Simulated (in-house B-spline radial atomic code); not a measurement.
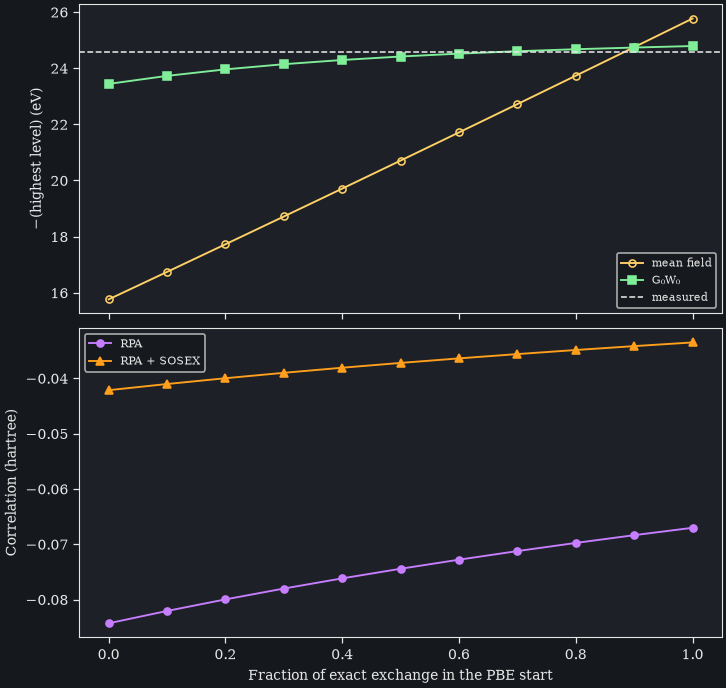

G₀W₀ and RPA for He I (1s²) as exact exchange is mixed into the PBE start. All-electron spherical atom, non-relativistic, no spin-orbit coupling, Breit or QED terms; computed with a B-spline radial code.

Question: How do the results depend on the fraction of exact exchange?

Answer: The mean-field binding energy of 1s runs from 15.76 eV at fraction 0 to 25.77 eV at 1, the G₀W₀ value only from 23.44 to 24.79 eV. The correction vanishes near a fraction of 0.90. The measured removal energy is 24.59 eV. The RPA correlation energy goes from −0.08429 to −0.06703 hartree, and with SOSEX from −0.04215 to −0.03351.
